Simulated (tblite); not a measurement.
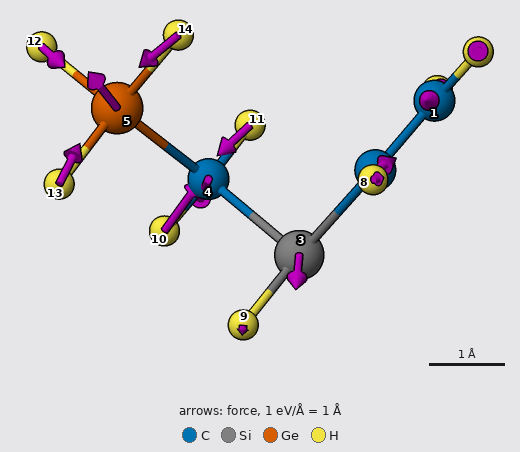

Starting geometry of C3H9GeSi (multiplicity 2) with the computed forces as purple arrows. The picture is a ball-and-stick view, seen at a tilt.

The calculation used tblite, GFN2-xTB geometry optimisation, gas phase. 

What follows when this structure is relaxed?

Answer. It isn't relaxed: the largest force vector, on a C atom, is 1.43 eV/Å. The final displacements have little in common with the starting forces (cosine between the two patterns 0.16). The atom that moves furthest after the best rigid fit is an H atom (1.13 Å). By element the largest moves are H 1.13 Å, C 0.34 Å, Ge 0.19 Å, Si 0.16 Å. Near-neighbour distances that change, for instance: Ge–H 1.561 → 1.493 Å, C–H 1.125 → 1.090 Å, C–Ge 1.933 → 1.966 Å, C–Si 1.875 → 1.899 Å. Among the angles between lasting bonds that change: C–Si–C 109.3° → 116.2°, C–Si–H 109.4° → 114.9°, C–C–Si 120.8° → 125.0°. Groups turn about C–Si by about 40°. After 115 geometry steps the energy has fallen by 26.8 kJ/mol.
